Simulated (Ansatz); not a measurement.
## Molecular dynamics of AlH3O2 (part 2 of 5)

AlH3O2; RKS B3LYP/def2-mTZVP (Ansatz 0.2.0). It belongs to a series of runs on one base structure; here: dynamics from the highest image of the converged band.

Geometry of the input (Å):
```
Al -0.1933  0.0288  0.5157
H  1.2113  -0.0782  1.5297
O  1.6264  -0.0466  0.2379
H  2.1500  -0.7953  -0.1118
O  -1.0805  -0.4327  -0.8740
H  -2.0401  -0.4745  -0.9415
```

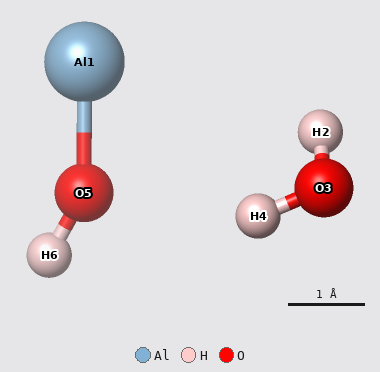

Figure 1. The geometry at step 164 of the log (ball-and-stick view, seen at a tilt; atoms are numbered from 1 in the order of the input).

## What the program printed, continued
```
md step   119: t =    59.50 fs  T =  1679.3 K  F+E_penalty+E_count = -10742.88096483 eV  E_kin = 0.868274 eV  conserved = -10742.01269094 eV  (28 SCF iters)
md step   120: t =    60.00 fs  T =  1815.2 K  F+E_penalty+E_count = -10742.95202612 eV  E_kin = 0.938537 eV  conserved = -10742.01348943 eV  (28 SCF iters)
md step   121: t =    60.50 fs  T =  1979.5 K  F+E_penalty+E_count = -10743.03846387 eV  E_kin = 1.023477 eV  conserved = -10742.01498646 eV  (28 SCF iters)
md step   122: t =    61.00 fs  T =  2128.8 K  F+E_penalty+E_count = -10743.11769802 eV  E_kin = 1.100677 eV  conserved = -10742.01702078 eV  (28 SCF iters)
md step   123: t =    61.50 fs  T =  2208.8 K  F+E_penalty+E_count = -10743.16081078 eV  E_kin = 1.142060 eV  conserved = -10742.01875105 eV  (28 SCF iters)
md step   124: t =    62.00 fs  T =  2181.2 K  F+E_penalty+E_count = -10743.14628397 eV  E_kin = 1.127751 eV  conserved = -10742.01853273 eV  (28 SCF iters)
md step   125: t =    62.50 fs  T =  2066.3 K  F+E_penalty+E_count = -10743.08361023 eV  E_kin = 1.068363 eV  conserved = -10742.01524707 eV  (28 SCF iters)
md step   126: t =    63.00 fs  T =  1961.5 K  F+E_penalty+E_count = -10743.02531706 eV  E_kin = 1.014171 eV  conserved = -10742.01114637 eV  (28 SCF iters)
md step   127: t =    63.50 fs  T =  1972.6 K  F+E_penalty+E_count = -10743.03094359 eV  E_kin = 1.019890 eV  conserved = -10742.01105382 eV  (28 SCF iters)
md step   128: t =    64.00 fs  T =  2099.8 K  F+E_penalty+E_count = -10743.10112035 eV  E_kin = 1.085678 eV  conserved = -10742.01544193 eV  (27 SCF iters)
md step   129: t =    64.50 fs  T =  2229.8 K  F+E_penalty+E_count = -10743.17217496 eV  E_kin = 1.152909 eV  conserved = -10742.01926558 eV  (27 SCF iters)
md step   130: t =    65.00 fs  T =  2254.4 K  F+E_penalty+E_count = -10743.18489791 eV  E_kin = 1.165591 eV  conserved = -10742.01930740 eV  (27 SCF iters)
md step   131: t =    65.50 fs  T =  2158.3 K  F+E_penalty+E_count = -10743.13276348 eV  E_kin = 1.115929 eV  conserved = -10742.01683462 eV  (27 SCF iters)
md step   132: t =    66.00 fs  T =  1999.4 K  F+E_penalty+E_count = -10743.04812267 eV  E_kin = 1.033767 eV  conserved = -10742.01435568 eV  (27 SCF iters)
md step   133: t =    66.50 fs  T =  1844.6 K  F+E_penalty+E_count = -10742.96677195 eV  E_kin = 0.953734 eV  conserved = -10742.01303767 eV  (27 SCF iters)
md step   134: t =    67.00 fs  T =  1734.0 K  F+E_penalty+E_count = -10742.90920077 eV  E_kin = 0.896555 eV  conserved = -10742.01264555 eV  (27 SCF iters)
md step   135: t =    67.50 fs  T =  1681.8 K  F+E_penalty+E_count = -10742.88215061 eV  E_kin = 0.869551 eV  conserved = -10742.01259955 eV  (27 SCF iters)
md step   136: t =    68.00 fs  T =  1689.8 K  F+E_penalty+E_count = -10742.88637581 eV  E_kin = 0.873696 eV  conserved = -10742.01267955 eV  (27 SCF iters)
md step   137: t =    68.50 fs  T =  1754.2 K  F+E_penalty+E_count = -10742.92004918 eV  E_kin = 0.907011 eV  conserved = -10742.01303783 eV  (27 SCF iters)
md step   138: t =    69.00 fs  T =  1862.5 K  F+E_penalty+E_count = -10742.97690618 eV  E_kin = 0.962980 eV  conserved = -10742.01392633 eV  (27 SCF iters)
md step   139: t =    69.50 fs  T =  1987.3 K  F+E_penalty+E_count = -10743.04294802 eV  E_kin = 1.027524 eV  conserved = -10742.01542375 eV  (28 SCF iters)
md step   140: t =    70.00 fs  T =  2086.6 K  F+E_penalty+E_count = -10743.09600901 eV  E_kin = 1.078865 eV  conserved = -10742.01714445 eV  (28 SCF iters)
md step   141: t =    70.50 fs  T =  2117.0 K  F+E_penalty+E_count = -10743.11256089 eV  E_kin = 1.094565 eV  conserved = -10742.01799590 eV  (28 SCF iters)
md step   142: t =    71.00 fs  T =  2065.0 K  F+E_penalty+E_count = -10743.08432457 eV  E_kin = 1.067686 eV  conserved = -10742.01663844 eV  (28 SCF iters)
md step   143: t =    71.50 fs  T =  1977.6 K  F+E_penalty+E_count = -10743.03591491 eV  E_kin = 1.022506 eV  conserved = -10742.01340895 eV  (28 SCF iters)
md step   144: t =    72.00 fs  T =  1943.2 K  F+E_penalty+E_count = -10743.01631389 eV  E_kin = 1.004716 eV  conserved = -10742.01159812 eV  (29 SCF iters)
md step   145: t =    72.50 fs  T =  2007.2 K  F+E_penalty+E_count = -10743.05158731 eV  E_kin = 1.037825 eV  conserved = -10742.01376188 eV  (29 SCF iters)
md step   146: t =    73.00 fs  T =  2114.8 K  F+E_penalty+E_count = -10743.11091189 eV  E_kin = 1.093442 eV  conserved = -10742.01746939 eV  (28 SCF iters)
md step   147: t =    73.50 fs  T =  2167.4 K  F+E_penalty+E_count = -10743.13944671 eV  E_kin = 1.120624 eV  conserved = -10742.01882279 eV  (28 SCF iters)
md step   148: t =    74.00 fs  T =  2119.1 K  F+E_penalty+E_count = -10743.11303317 eV  E_kin = 1.095657 eV  conserved = -10742.01737629 eV  (28 SCF iters)
md step   149: t =    74.50 fs  T =  1997.6 K  F+E_penalty+E_count = -10743.04802810 eV  E_kin = 1.032827 eV  conserved = -10742.01520131 eV  (28 SCF iters)
md step   150: t =    75.00 fs  T =  1857.0 K  F+E_penalty+E_count = -10742.97401093 eV  E_kin = 0.960151 eV  conserved = -10742.01386020 eV  (28 SCF iters)
md step   151: t =    75.50 fs  T =  1735.3 K  F+E_penalty+E_count = -10742.91062698 eV  E_kin = 0.897217 eV  conserved = -10742.01340950 eV  (28 SCF iters)
md step   152: t =    76.00 fs  T =  1647.4 K  F+E_penalty+E_count = -10742.86501328 eV  E_kin = 0.851768 eV  conserved = -10742.01324557 eV  (28 SCF iters)
md step   153: t =    76.50 fs  T =  1598.7 K  F+E_penalty+E_count = -10742.83961315 eV  E_kin = 0.826593 eV  conserved = -10742.01302063 eV  (29 SCF iters)
md step   154: t =    77.00 fs  T =  1594.6 K  F+E_penalty+E_count = -10742.83730576 eV  E_kin = 0.824494 eV  conserved = -10742.01281170 eV  (29 SCF iters)
md step   155: t =    77.50 fs  T =  1639.5 K  F+E_penalty+E_count = -10742.86057868 eV  E_kin = 0.847696 eV  conserved = -10742.01288302 eV  (29 SCF iters)
md step   156: t =    78.00 fs  T =  1729.6 K  F+E_penalty+E_count = -10742.90776011 eV  E_kin = 0.894278 eV  conserved = -10742.01348164 eV  (29 SCF iters)
md step   157: t =    78.50 fs  T =  1846.6 K  F+E_penalty+E_count = -10742.96948590 eV  E_kin = 0.954769 eV  conserved = -10742.01471680 eV  (27 SCF iters)
md step   158: t =    79.00 fs  T =  1955.7 K  F+E_penalty+E_count = -10743.02756385 eV  E_kin = 1.011193 eV  conserved = -10742.01637073 eV  (28 SCF iters)
md step   159: t =    79.50 fs  T =  2014.6 K  F+E_penalty+E_count = -10743.05920719 eV  E_kin = 1.041604 eV  conserved = -10742.01760299 eV  (28 SCF iters)
md step   160: t =    80.00 fs  T =  1998.4 K  F+E_penalty+E_count = -10743.05031403 eV  E_kin = 1.033275 eV  conserved = -10742.01703929 eV  (28 SCF iters)
md step   161: t =    80.50 fs  T =  1934.6 K  F+E_penalty+E_count = -10743.01449520 eV  E_kin = 1.000258 eV  conserved = -10742.01423721 eV  (28 SCF iters)
md step   162: t =    81.00 fs  T =  1903.2 K  F+E_penalty+E_count = -10742.99573356 eV  E_kin = 0.984033 eV  conserved = -10742.01170080 eV  (28 SCF iters)
md step   163: t =    81.50 fs  T =  1968.3 K  F+E_penalty+E_count = -10743.03059812 eV  E_kin = 1.017703 eV  conserved = -10742.01289472 eV  (28 SCF iters)
md step   164: t =    82.00 fs  T =  2098.0 K  F+E_penalty+E_count = -10743.10163078 eV  E_kin = 1.084750 eV  conserved = -10742.01688102 eV  (28 SCF iters)
md step   165: t =    82.50 fs  T =  2188.6 K  F+E_penalty+E_count = -10743.15091185 eV  E_kin = 1.131615 eV  conserved = -10742.01929721 eV  (28 SCF iters)
md step   166: t =    83.00 fs  T =  2170.0 K  F+E_penalty+E_count = -10743.14029263 eV  E_kin = 1.121967 eV  conserved = -10742.01832521 eV  (28 SCF iters)
md step   167: t =    83.50 fs  T =  2057.5 K  F+E_penalty+E_count = -10743.07956498 eV  E_kin = 1.063791 eV  conserved = -10742.01577388 eV  (28 SCF iters)
md step   168: t =    84.00 fs  T =  1913.9 K  F+E_penalty+E_count = -10743.00348158 eV  E_kin = 0.989567 eV  conserved = -10742.01391417 eV  (27 SCF iters)
md step   169: t =    84.50 fs  T =  1790.7 K  F+E_penalty+E_count = -10742.93919588 eV  E_kin = 0.925859 eV  conserved = -10742.01333730 eV  (28 SCF iters)
md step   170: t =    85.00 fs  T =  1707.0 K  F+E_penalty+E_count = -10742.89594257 eV  E_kin = 0.882581 eV  conserved = -10742.01336175 eV  (28 SCF iters)
md step   171: t =    85.50 fs  T =  1663.6 K  F+E_penalty+E_count = -10742.87347516 eV  E_kin = 0.860122 eV  conserved = -10742.01335284 eV  (28 SCF iters)
md step   172: t =    86.00 fs  T =  1659.4 K  F+E_penalty+E_count = -10742.87121941 eV  E_kin = 0.857950 eV  conserved = -10742.01326895 eV  (28 SCF iters)
md step   173: t =    86.50 fs  T =  1694.2 K  F+E_penalty+E_count = -10742.88942160 eV  E_kin = 0.875995 eV  conserved = -10742.01342676 eV  (28 SCF iters)
md step   174: t =    87.00 fs  T =  1761.5 K  F+E_penalty+E_count = -10742.92489461 eV  E_kin = 0.910756 eV  conserved = -10742.01413814 eV  (28 SCF iters)
md step   175: t =    87.50 fs  T =  1840.0 K  F+E_penalty+E_count = -10742.96676430 eV  E_kin = 0.951330 eV  conserved = -10742.01543440 eV  (28 SCF iters)
md step   176: t =    88.00 fs  T =  1895.3 K  F+E_penalty+E_count = -10742.99672704 eV  E_kin = 0.979949 eV  conserved = -10742.01677813 eV  (28 SCF iters)
md step   177: t =    88.50 fs  T =  1897.3 K  F+E_penalty+E_count = -10742.99793461 eV  E_kin = 0.980968 eV  conserved = -10742.01696701 eV  (27 SCF iters)
md step   178: t =    89.00 fs  T =  1851.6 K  F+E_penalty+E_count = -10742.97244276 eV  E_kin = 0.957375 eV  conserved = -10742.01506753 eV  (28 SCF iters)
md step   179: t =    89.50 fs  T =  1817.2 K  F+E_penalty+E_count = -10742.95199276 eV  E_kin = 0.939546 eV  conserved = -10742.01244701 eV  (28 SCF iters)
md step   180: t =    90.00 fs  T =  1862.6 K  F+E_penalty+E_count = -10742.97548691 eV  E_kin = 0.963019 eV  conserved = -10742.01246767 eV  (28 SCF iters)
md step   181: t =    90.50 fs  T =  1985.7 K  F+E_penalty+E_count = -10743.04242727 eV  E_kin = 1.026698 eV  conserved = -10742.01572955 eV  (28 SCF iters)
md step   182: t =    91.00 fs  T =  2102.8 K  F+E_penalty+E_count = -10743.10576369 eV  E_kin = 1.087211 eV  conserved = -10742.01855238 eV  (28 SCF iters)
md step   183: t =    91.50 fs  T =  2135.2 K  F+E_penalty+E_count = -10743.12222485 eV  E_kin = 1.103965 eV  conserved = -10742.01826005 eV  (28 SCF iters)
md step   184: t =    92.00 fs  T =  2079.4 K  F+E_penalty+E_count = -10743.09123595 eV  E_kin = 1.075156 eV  conserved = -10742.01607969 eV  (28 SCF iters)
md step   185: t =    92.50 fs  T =  1984.8 K  F+E_penalty+E_count = -10743.04070702 eV  E_kin = 1.026242 eV  conserved = -10742.01446481 eV  (28 SCF iters)
md step   186: t =    93.00 fs  T =  1893.3 K  F+E_penalty+E_count = -10742.99309125 eV  E_kin = 0.978926 eV  conserved = -10742.01416506 eV  (28 SCF iters)
md step   187: t =    93.50 fs  T =  1815.6 K  F+E_penalty+E_count = -10742.95306680 eV  E_kin = 0.938726 eV  conserved = -10742.01434034 eV  (28 SCF iters)
md step   188: t =    94.00 fs  T =  1747.9 K  F+E_penalty+E_count = -10742.91792625 eV  E_kin = 0.903733 eV  conserved = -10742.01419334 eV  (28 SCF iters)
md step   189: t =    94.50 fs  T =  1693.0 K  F+E_penalty+E_count = -10742.88901006 eV  E_kin = 0.875330 eV  conserved = -10742.01367959 eV  (28 SCF iters)
md step   190: t =    95.00 fs  T =  1663.0 K  F+E_penalty+E_count = -10742.87302221 eV  E_kin = 0.859843 eV  conserved = -10742.01317947 eV  (29 SCF iters)
md step   191: t =    95.50 fs  T =  1670.4 K  F+E_penalty+E_count = -10742.87676318 eV  E_kin = 0.863681 eV  conserved = -10742.01308227 eV  (29 SCF iters)
md step   192: t =    96.00 fs  T =  1716.9 K  F+E_penalty+E_count = -10742.90131190 eV  E_kin = 0.887691 eV  conserved = -10742.01362087 eV  (29 SCF iters)
md step   193: t =    96.50 fs  T =  1786.8 K  F+E_penalty+E_count = -10742.93863164 eV  E_kin = 0.923864 eV  conserved = -10742.01476795 eV  (28 SCF iters)
md step   194: t =    97.00 fs  T =  1849.9 K  F+E_penalty+E_count = -10742.97251814 eV  E_kin = 0.956485 eV  conserved = -10742.01603320 eV  (28 SCF iters)
md step   195: t =    97.50 fs  T =  1876.6 K  F+E_penalty+E_count = -10742.98664697 eV  E_kin = 0.970264 eV  conserved = -10742.01638296 eV  (28 SCF iters)
md step   196: t =    98.00 fs  T =  1865.8 K  F+E_penalty+E_count = -10742.97967094 eV  E_kin = 0.964695 eV  conserved = -10742.01497547 eV  (28 SCF iters)
md step   197: t =    98.50 fs  T =  1861.7 K  F+E_penalty+E_count = -10742.97535419 eV  E_kin = 0.962551 eV  conserved = -10742.01280335 eV  (27 SCF iters)
md step   198: t =    99.00 fs  T =  1921.1 K  F+E_penalty+E_count = -10743.00595386 eV  E_kin = 0.993271 eV  conserved = -10742.01268283 eV  (28 SCF iters)
md step   199: t =    99.50 fs  T =  2045.5 K  F+E_penalty+E_count = -10743.07311931 eV  E_kin = 1.057588 eV  conserved = -10742.01553112 eV  (28 SCF iters)
these checks for a lower state are left out or cut short: starts, cluster_reference, orbital_swaps, neighbouring_geometries, increment
684 factors; their error is unknown
mean field evaluation 1600: about -10743.1367 eV, gradient 8.8e-6 eV
mean field -10743.13670461 eV, -394.8029919347 hartree, gradient 8.8e-6 eV, S^2 0.000000; 0 other end points of the search recorded, 0 dependent functions left out
the calculation of the forces begins
reference -10743.13692088 eV, -394.8029998826 hartree; 16, 16 occupied and 63, 63 virtual orbitals, 684 factors
684 factors; their error is unknown
mean field -10743.13670461 eV, -394.8029919347 hartree, gradient 8.8e-6 eV, S^2 0.000000; 1 other end points of the search recorded, 0 dependent functions left out
the calculation of the forces begins
reference -10743.13692088 eV, -394.8029998826 hartree; 16, 16 occupied and 63, 63 virtual orbitals, 684 factors
md step   200: t =   100.00 fs  T =  2162.9 K  F+E_penalty+E_count = -10743.13670461 eV  E_kin = 1.118310 eV  conserved = -10742.01839461 eV  (27 SCF iters)
```

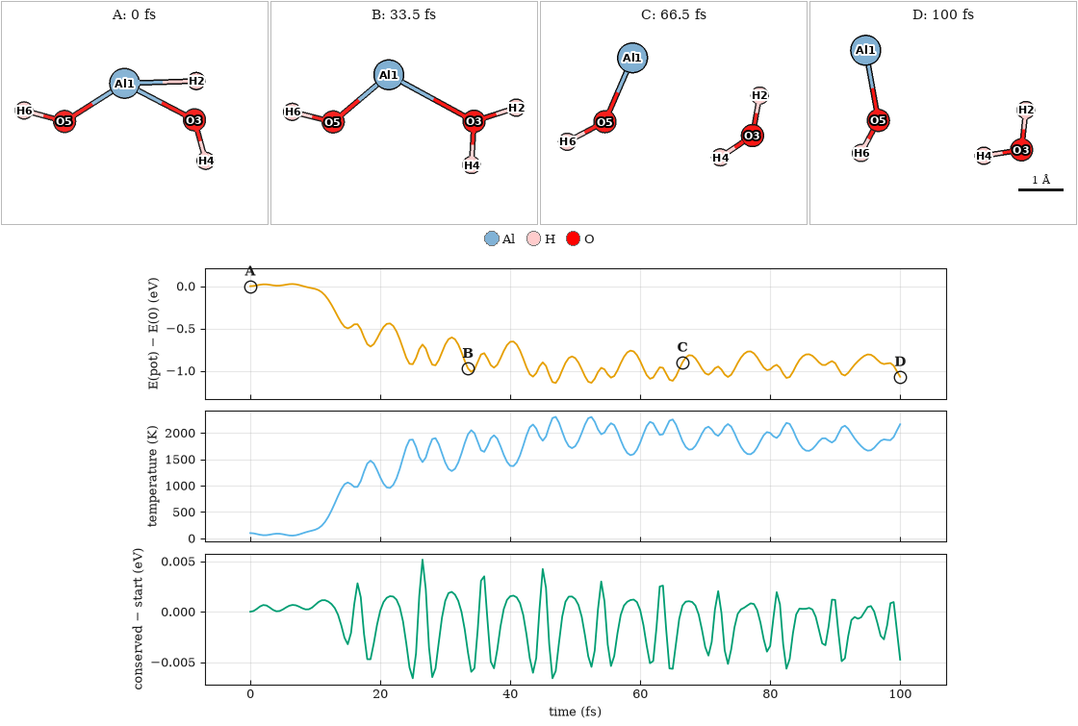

Figure 2. Frames of the molecular dynamics (ball-and-stick, seen at a tilt) above the curves, on which the letters mark them. The trajectory kept here has 201 frames over 100 fs. The temperature starts at 100 K, ranges from 52 to 2304 K and averages 1925 K over the second half. The potential energy ends 1.071 eV below its first value. The conserved quantity stays within 0.012 eV. After an unweighted best fit of the last frame on the first, the root-mean-square displacement is 1.04 Å, and Al1 has moved furthest (1.82 Å).

```
Total energy: -10743.13692088 eV, -394.8029998826 hartree
Atom 0 at    -1.312826     0.204250     0.748587 Å, force     0.190815    -0.184556    -0.498870 eV/Å
Atom 1 at     2.593424     0.143821     0.495338 Å, force    -0.099166     1.776138     2.139331 eV/Å
Atom 2 at     2.779147    -0.380411    -0.239978 Å, force     1.625663    -0.682202    -1.569062 eV/Å
Atom 3 at     1.970787    -0.846713    -0.319349 Å, force    -1.567709    -1.050550    -0.611189 eV/Å
Atom 4 at    -0.510512    -0.397801    -0.668124 Å, force    -0.168122    -0.047854    -0.154014 eV/Å
Atom 5 at    -0.619712    -0.597321    -1.617729 Å, force     0.018519     0.189024     0.693803 eV/Å
Dipole moment:    -0.576346     0.045349     0.039772 e Å
```

## Trajectory as extended XYZ (Å, eV, eV/Å), 112 of the 201 frames kept, from step=0 to step=200
```
6
Properties=species:S:1:pos:R:3:forces:R:3 step=0 time_fs=0.0 energy=-10742.06535 temperature=100.0
Al   -0.1933    0.0288    0.5157    0.0011   0.0001  -0.0002
H     1.2113   -0.0782    1.5297   -0.0014  -0.0002  -0.0002
O     1.6264   -0.0466    0.2379   -0.0002   0.0008   0.0006
H     2.1500   -0.7953   -0.1118    0.0003  -0.0005  -0.0002
O    -1.0805   -0.4327   -0.8740    0.0004  -0.0003  -0.0022
H    -2.0401   -0.4745   -0.9415   -0.0002   0.0001   0.0022
6
Properties=species:S:1:pos:R:3:forces:R:3 step=2 time_fs=1.0 energy=-10742.05600 temperature=82.5
Al   -0.1951    0.0285    0.5151    0.0931   0.0110   0.0326
H     1.2157   -0.0755    1.5314   -0.0156  -0.0151  -0.0500
O     1.6309   -0.0467    0.2386   -0.4168   0.5021   0.2295
H     2.1395   -0.7894   -0.1098    0.3513  -0.4945  -0.2057
O    -1.0823   -0.4326   -0.8748    0.7093   0.0360   0.0588
H    -2.0297   -0.4746   -0.9289   -0.7213  -0.0394  -0.0651
6
Properties=species:S:1:pos:R:3:forces:R:3 step=4 time_fs=2.0 energy=-10742.04390 temperature=59.8
Al   -0.1968    0.0282    0.5145    0.1740   0.0248   0.0669
H     1.2200   -0.0728    1.5327   -0.0209  -0.0286  -0.1029
O     1.6352   -0.0466    0.2395   -0.6672   0.7850   0.3710
H     2.1323   -0.7881   -0.1097    0.5407  -0.7711  -0.3146
O    -1.0838   -0.4324   -0.8755    1.0405   0.0515   0.0713
H    -2.0259   -0.4750   -0.9170   -1.0671  -0.0615  -0.0918
6
Properties=species:S:1:pos:R:3:forces:R:3 step=5 time_fs=2.5 energy=-10742.04445 temperature=60.8
Al   -0.1976    0.0280    0.5142    0.2078   0.0329   0.0846
H     1.2221   -0.0716    1.5329   -0.0182  -0.0346  -0.1309
O     1.6372   -0.0464    0.2400   -0.6884   0.7787   0.3800
H     2.1305   -0.7901   -0.1107    0.5336  -0.7622  -0.3020
O    -1.0842   -0.4323   -0.8759    0.9708   0.0462   0.0578
H    -2.0278   -0.4754   -0.9113   -1.0056  -0.0610  -0.0895
6
Properties=species:S:1:pos:R:3:forces:R:3 step=7 time_fs=3.5 energy=-10742.05564 temperature=81.6
Al   -0.1993    0.0277    0.5136    0.2580   0.0514   0.1189
H     1.2261   -0.0694    1.5325    0.0003  -0.0452  -0.1898
O     1.6409   -0.0456    0.2412   -0.5372   0.4774   0.2771
H     2.1306   -0.7993   -0.1148    0.3300  -0.4565  -0.1453
O    -1.0848   -0.4321   -0.8765    0.4216   0.0113   0.0091
H    -2.0382   -0.4766   -0.9006   -0.4727  -0.0384  -0.0700
6
Properties=species:S:1:pos:R:3:forces:R:3 step=9 time_fs=4.5 energy=-10742.05895 temperature=87.8
Al   -0.2008    0.0274    0.5131    0.2809   0.0715   0.1472
H     1.2302   -0.0677    1.5302    0.0376  -0.0550  -0.2509
O     1.6443   -0.0445    0.2426   -0.2589  -0.0236   0.0953
H     2.1339   -0.8127   -0.1203    0.0055   0.0477   0.1023
O    -1.0851   -0.4319   -0.8772   -0.3363  -0.0379  -0.0392
H    -2.0530   -0.4783   -0.8906    0.2712  -0.0027  -0.0547
6
Properties=species:S:1:pos:R:3:forces:R:3 step=11 time_fs=5.5 energy=-10742.04735 temperature=66.0
Al   -0.2023    0.0272    0.5127    0.2718   0.0917   0.1648
H     1.2346   -0.0665    1.5255    0.0945  -0.0662  -0.3124
O     1.6475   -0.0434    0.2441   -0.0229  -0.4638  -0.0511
H     2.1372   -0.8257   -0.1248   -0.2697   0.4908   0.3217
O    -1.0856   -0.4317   -0.8779   -0.9024  -0.0779  -0.0664
H    -2.0653   -0.4799   -0.8811    0.8287   0.0254  -0.0567
6
Properties=species:S:1:pos:R:3:forces:R:3 step=13 time_fs=6.5 energy=-10742.04007 temperature=52.4
Al   -0.2036    0.0270    0.5123    0.2245   0.1115   0.1701
H     1.2399   -0.0659    1.5178    0.1724  -0.0812  -0.3747
O     1.6507   -0.0426    0.2455    0.0744  -0.6783  -0.0920
H     2.1380   -0.8342   -0.1262   -0.3966   0.7087   0.4401
O    -1.0866   -0.4315   -0.8786   -1.0626  -0.0941  -0.0709
H    -2.0699   -0.4813   -0.8722    0.9879   0.0333  -0.0726
```
